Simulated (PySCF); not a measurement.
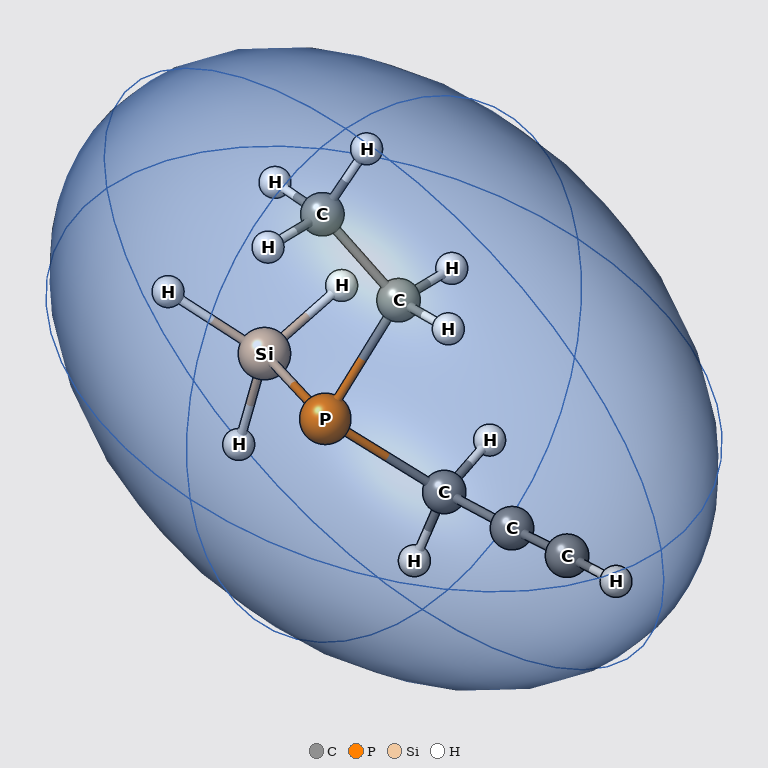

The ellipsoid shows the static dipole polarisability: its half-axes are proportional to the principal values. The geometry was computed by an optimisation with GFN2-xTB. No frequency run is at hand to confirm it as a minimum. Computed with PBE0/def2-SVPD (PySCF 2.14.0).

### Give the principal values, the mean and the anisotropy.

Principal values 89.7, 110.0, 145.1 bohr³; mean 114.9 bohr³ (17.03 Å³); anisotropy 48.6 bohr³, so the longest axis is 1.62 times the shortest.

The geometry is semi-empirical. Around P, Si such bond lengths and angles can be off by a tenth of an ångström or more and by several degrees, and values that hang on the shape move with them.
